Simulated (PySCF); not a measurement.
# CH₇PSi: NMR shifts at several levels of theory, part 2 of 2

PySCF 2.14.0. Atoms count from 0. The steps go on from the part before.

## (9) Nuclear shieldings: KT3/pcSseg-2

What the job is given:

```
{"job": {"kind": "nmr", "xc": "KT3", "basis": "pcSseg-2", "pop": false}, "charge": 0, "multiplicity": 1}
C     -1.563039    -0.454418    -0.201553
Si    -0.054606     0.665652    -0.148343
P      1.622601    -0.422733     0.929086
H     -2.424422     0.068473    -0.644900
H     -1.839776    -0.776078     0.814040
H     -1.359918    -1.352439    -0.804820
H      0.341764     1.074005    -1.533108
H     -0.344139     1.906819     0.635147
H      1.916514    -1.265641    -0.187985
H      2.616815     0.541882     0.577617
```

With the program's defaults for keys left out, this is: GIAO KT3/pcSseg-2 NMR shielding, non-relativistic, gas phase.

What it wrote:

```text
coarse grid: 8680 points
cycle   1  E = -678.6941793001  dE = -1.522e-01  |g| = 4.188e-01  |ddm| = 2.088e+00
cycle   2  E = -678.6380449981  dE =  5.613e-02  |g| = 6.005e-01  |ddm| = 7.781e-01
cycle   3  E = -678.7420754415  dE = -1.040e-01  |g| = 6.112e-02  |ddm| = 4.814e-01
cycle   4  E = -678.7432079566  dE = -1.133e-03  |g| = 1.863e-02  |ddm| = 8.657e-02
cycle   5  E = -678.7433023535  dE = -9.440e-05  |g| = 5.208e-03  |ddm| = 2.694e-02
cycle   6  E = -678.7433111939  dE = -8.840e-06  |g| = 1.552e-03  |ddm| = 8.999e-03
final grid: 72664 points
cycle   7  E = -678.7714832433  dE = -1.766e-04  |g| = 1.316e-02  |ddm| = 4.106e-02
cycle   8  E = -678.7714877174  dE = -4.474e-06  |g| = 6.017e-03  |ddm| = 6.012e-03
cycle   9  E = -678.7714899772  dE = -2.260e-06  |g| = 1.159e-03  |ddm| = 4.265e-03
cycle  10  E = -678.7714903994  dE = -4.222e-07  |g| = 2.516e-04  |ddm| = 1.658e-03
cycle  11  E = -678.7714904180  dE = -1.856e-08  |g| = 6.588e-05  |ddm| = 3.169e-04
cycle  12  E = -678.7714904189  dE = -9.738e-10  |g| = 2.678e-05  |ddm| = 7.471e-05
converged SCF energy = -678.7714904189

GIAO shielding tensors (ppm)
atom      isotropic    diamagn.    paramagn.     s11        s22        s33       span
  0 C      185.949     245.421     -59.471    181.027    186.262    190.558      9.531
  1 Si     400.033     881.741    -481.708    366.914    395.383    437.801     70.887
  2 P      589.824     968.676    -378.852    534.318    576.376    658.777    124.459
  3 H       30.825      29.065       1.760     26.402     27.783     38.289     11.887
  4 H       31.069      30.054       1.015     26.905     29.055     37.247     10.342
  5 H       31.137      30.525       0.612     26.991     29.259     37.161     10.169
  6 H       26.697      29.994      -3.298     23.169     25.397     31.524      8.354
  7 H       27.143      29.728      -2.585     24.047     25.543     31.839      7.792
  8 H       29.850      30.356      -0.506     25.291     27.589     36.668     11.377
  9 H       29.647      29.567       0.080     25.144     26.643     37.154     12.010
```

It took 19 s on 1 thread of Arm Neoverse V1, shared host; peak memory 0.74 GiB.

This run: δ C0 -4.6, Si1 -41.8, P2 -268.3, H6 4.43, H8 1.61 ppm (means over like atoms).

## (10) Nuclear shieldings: B97-D/pcSseg-2

Settings changed since step 9:

```diff
@@ -1,2 +1,2 @@
-{"job": {"kind": "nmr", "xc": "KT3", "basis": "pcSseg-2", "pop": false}, "charge": 0, "multiplicity": 1}
+{"job": {"kind": "nmr", "xc": "B97-D", "basis": "pcSseg-2", "pop": false}, "charge": 0, "multiplicity": 1}
 C     -1.563039    -0.454418    -0.201553
```

Method: GIAO B97-D/pcSseg-2 NMR shielding, non-relativistic, gas phase.

What it wrote:

```text
coarse grid: 8680 points
cycle   1  E = -673.1301485791  dE = -1.584e-01  |g| = 4.284e-01  |ddm| = 2.125e+00
cycle   2  E = -673.0689634061  dE =  6.119e-02  |g| = 6.265e-01  |ddm| = 7.389e-01
cycle   3  E = -673.1789333741  dE = -1.100e-01  |g| = 5.898e-02  |ddm| = 4.683e-01
cycle   4  E = -673.1799847189  dE = -1.051e-03  |g| = 2.286e-02  |ddm| = 8.851e-02
cycle   5  E = -673.1801251421  dE = -1.404e-04  |g| = 5.415e-03  |ddm| = 3.074e-02
cycle   6  E = -673.1801338953  dE = -8.753e-06  |g| = 2.035e-03  |ddm| = 9.987e-03
final grid: 72664 points
cycle   7  E = -673.1851408676  dE = -8.312e-05  |g| = 7.644e-03  |ddm| = 3.640e-02
cycle   8  E = -673.1851337365  dE =  7.131e-06  |g| = 7.034e-03  |ddm| = 1.248e-02
cycle   9  E = -673.1851465198  dE = -1.278e-05  |g| = 2.657e-03  |ddm| = 1.019e-02
cycle  10  E = -673.1851485326  dE = -2.013e-06  |g| = 2.631e-04  |ddm| = 2.650e-03
cycle  11  E = -673.1851485518  dE = -1.915e-08  |g| = 8.813e-05  |ddm| = 3.396e-04
cycle  12  E = -673.1851485535  dE = -1.755e-09  |g| = 3.064e-05  |ddm| = 9.155e-05
cycle  13  E = -673.1851485538  dE = -2.349e-10  |g| = 3.703e-06  |ddm| = 3.332e-05
converged SCF energy = -673.1851485538

GIAO shielding tensors (ppm)
atom      isotropic    diamagn.    paramagn.     s11        s22        s33       span
  0 C      183.989     245.997     -62.008    178.922    184.364    188.681      9.758
  1 Si     378.238     880.416    -502.178    343.605    373.401    417.707     74.102
  2 P      565.433     967.645    -402.211    507.827    550.663    637.810    129.983
  3 H       30.885      29.215       1.669     26.583     27.885     38.185     11.602
  4 H       31.119      30.124       0.995     27.046     29.172     37.138     10.093
  5 H       31.182      30.583       0.599     27.138     29.365     37.042      9.904
  6 H       26.659      30.005      -3.346     23.168     25.391     31.417      8.250
  7 H       27.115      29.713      -2.598     24.056     25.559     31.731      7.675
  8 H       29.836      30.247      -0.412     25.355     27.672     36.480     11.125
  9 H       29.631      29.474       0.157     25.217     26.699     36.977     11.760
```

Run time: 20 s. Hardware: 1 thread of Arm Neoverse V1, shared host; peak memory 0.68 GiB.

This run: δ C0 -5.0, Si1 -41.7, P2 -270.9, H6 4.51, H8 1.66 ppm (means over like atoms).

## (11) Shielding tensors: B3LYP/pcSseg-2

Settings changed since step 10:

```diff
@@ -1,2 +1,2 @@
-{"job": {"kind": "nmr", "xc": "B97-D", "basis": "pcSseg-2", "pop": false}, "charge": 0, "multiplicity": 1}
+{"job": {"kind": "nmr", "xc": "B3LYP", "basis": "pcSseg-2", "pop": false}, "charge": 0, "multiplicity": 1}
 C     -1.563039    -0.454418    -0.201553
```

Level: GIAO B3LYP/pcSseg-2 NMR shielding, non-relativistic, gas phase.

What it wrote:

```text
coarse grid: 8680 points
cycle   1  E = -673.2289542825  dE = -1.678e-01  |g| = 3.676e-01  |ddm| = 2.087e+00
cycle   2  E = -673.2123942302  dE =  1.656e-02  |g| = 4.315e-01  |ddm| = 5.125e-01
cycle   3  E = -673.2615366077  dE = -4.914e-02  |g| = 3.855e-02  |ddm| = 2.929e-01
cycle   4  E = -673.2618989135  dE = -3.623e-04  |g| = 1.269e-02  |ddm| = 4.501e-02
cycle   5  E = -673.2619393144  dE = -4.040e-05  |g| = 3.590e-03  |ddm| = 1.674e-02
cycle   6  E = -673.2619422975  dE = -2.983e-06  |g| = 7.542e-04  |ddm| = 4.707e-03
final grid: 72664 points
cycle   7  E = -673.2699545539  dE = -3.082e-05  |g| = 3.649e-03  |ddm| = 2.000e-02
cycle   8  E = -673.2699526263  dE =  1.928e-06  |g| = 4.400e-03  |ddm| = 5.035e-03
cycle   9  E = -673.2699575310  dE = -4.905e-06  |g| = 3.429e-04  |ddm| = 2.876e-03
cycle  10  E = -673.2699575543  dE = -2.331e-08  |g| = 1.075e-04  |ddm| = 3.678e-04
cycle  11  E = -673.2699575570  dE = -2.734e-09  |g| = 3.314e-05  |ddm| = 1.538e-04
cycle  12  E = -673.2699575573  dE = -2.840e-10  |g| = 3.823e-06  |ddm| = 3.588e-05
converged SCF energy = -673.2699575573

GIAO shielding tensors (ppm)
atom      isotropic    diamagn.    paramagn.     s11        s22        s33       span
  0 C      184.595     244.428     -59.833    179.404    185.129    189.253      9.849
  1 Si     367.390     878.747    -511.358    333.093    361.757    407.319     74.226
  2 P      560.863     966.526    -405.663    502.487    545.510    634.590    132.103
  3 H       30.882      29.476       1.406     26.520     27.809     38.318     11.798
  4 H       31.119      30.245       0.875     26.971     29.107     37.280     10.310
  5 H       31.182      30.682       0.500     27.066     29.301     37.180     10.113
  6 H       26.727      29.679      -2.953     23.204     25.419     31.557      8.353
  7 H       27.143      29.418      -2.276     24.037     25.531     31.861      7.824
  8 H       29.865      30.195      -0.330     25.331     27.654     36.610     11.278
  9 H       29.674      29.486       0.188     25.219     26.679     37.124     11.905
```

It took 14 s on 1 thread of Arm Neoverse V1, shared host; peak memory 0.89 GiB.

Key values: δ C0 -5.4, Si1 -42.8, P2 -277.5, H6 4.45, H8 1.62 ppm (means over like atoms).

## (12) Side by side: NMR shifts

Shifts (ppm), means over like atoms, with basis size and wall time:

```tsv
run	C0	H6	H8	H3	Si1	P2	functions	time
HF/pcSseg-2	-4.8	4.13	1.60	0.32	-38.8	-257.4	220	8 s
LDA/pcSseg-2	-7.2	4.85	1.81	0.31	-49.5	-312.3	220	18 s
PBE/pcSseg-2	-5.8	4.66	1.69	0.33	-45.7	-291.6	220	20 s
BLYP/pcSseg-2	-5.3	4.58	1.63	0.34	-43.9	-275.9	220	22 s
BP86/pcSseg-2	-5.7	4.64	1.69	0.32	-44.9	-288.3	220	21 s
OPBE/pcSseg-2	-5.0	4.58	1.70	0.35	-42.4	-288.3	220	20 s
KT2/pcSseg-2	-5.5	4.59	1.67	0.32	-45.9	-281.9	220	20 s
KT3/pcSseg-2	-4.6	4.43	1.61	0.34	-41.8	-268.3	220	19 s
B97-D/pcSseg-2	-5.0	4.51	1.66	0.33	-41.7	-270.9	220	20 s
B3LYP/pcSseg-2	-5.4	4.45	1.62	0.33	-42.8	-277.5	220	14 s
```

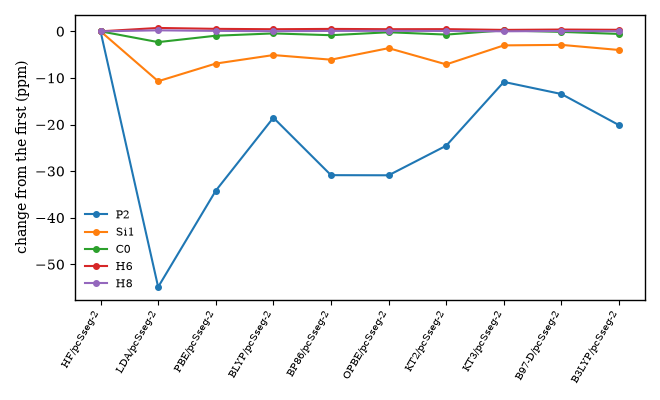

How five of the tabulated atoms move from run to run.

## (13) Results

The summary covers parts 1 to 2.

| quantity | value |
| --- | --- |
| 13C shifts against TMS (HF/pcSseg-2) | -4.8 ppm |
| 1H shifts against TMS (HF/pcSseg-2, means over atoms taken as alike) | 4.13, 1.60, 0.32 ppm |
| 29Si shifts against TMS (HF/pcSseg-2) | -38.8 ppm |
| 31P shifts against H3PO4 (HF/pcSseg-2) | -257.4 ppm |
| range of the shift of P2 | -312.3 to -257.4 ppm |

What this shows: Single values in the summary come from the first run of each kind that ended normally (HF/pcSseg-2), which need not be the best level. At HF/pcSseg-2: The widest tensor belongs to P2: span 128 ppm, with a paramagnetic part of -364 ppm. Across the 10 runs the shift of P2 moves most, between -312.3 (LDA/pcSseg-2) and -257.4 ppm (HF/pcSseg-2).
